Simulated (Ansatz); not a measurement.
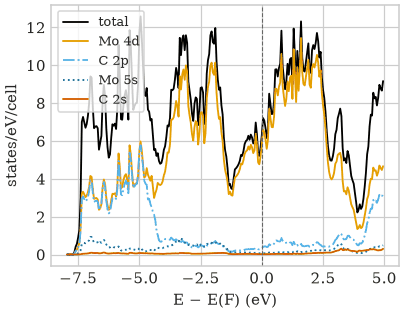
Fig. 1. Total and projected density of states of Mo2C in space group Pbcn (No. 60; Mo on 8d, C on 4c), plane-wave PAW r²SCAN (Ansatz code)

### Question
Which orbitals carry the states next to the Fermi level?

### Answer
Within 0.5 eV of the Fermi level: Mo 4d 91 %, C 2p 6 %. Projections are on Löwdin-orthogonalised atomic valence shells; empty p or d shells of many metals are not among them.

### Question
Where is the tallest occupied peak in this window, and what makes it?

### Answer
Near -4.9 eV, about 13 states/eV per cell; the largest projected share is Mo 4d.

The first step of the workflow began from a Materials Project structure, measured or hypothetical; the Crystallography Open Database files this formula in space group No. 60, but the cells were not matched. Whether it is the stable phase at ambient conditions was not checked. Symmetry was held in the r²SCAN relaxation; its stability against distortions is not shown here. The run is not spin-polarised. Spin–orbit coupling is left out wherever it is not named.

Potentials: the later of the program's two PAW sets.
